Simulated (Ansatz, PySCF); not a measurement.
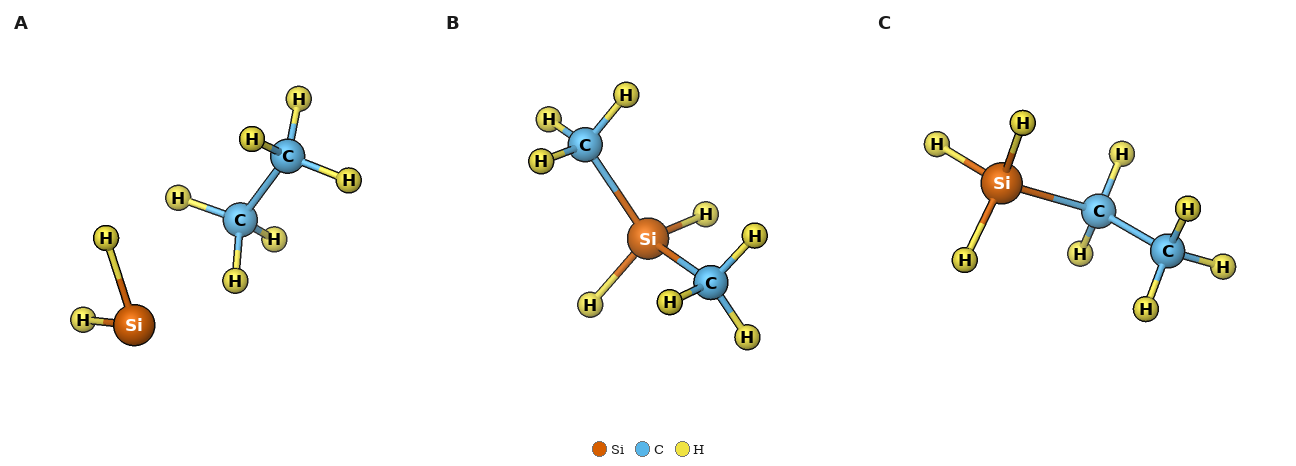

3 stationary structures of one formula. Geometries: PBE0-D4/def2-TZVP. Electronic energies: CCSD(T)/CBS (MP2 limit from def2-TZVPP and def2-QZVPP plus CCSD(T) − MP2) (PySCF 2.14.0), without zero-point energy. No frequency run is at hand to confirm each as a minimum. Each is one conformer, not always the lowest.

Which structure is the most stable?

B is lowest (a minimum); C lies 0.669 eV above it, A lies 2.855 eV above it.
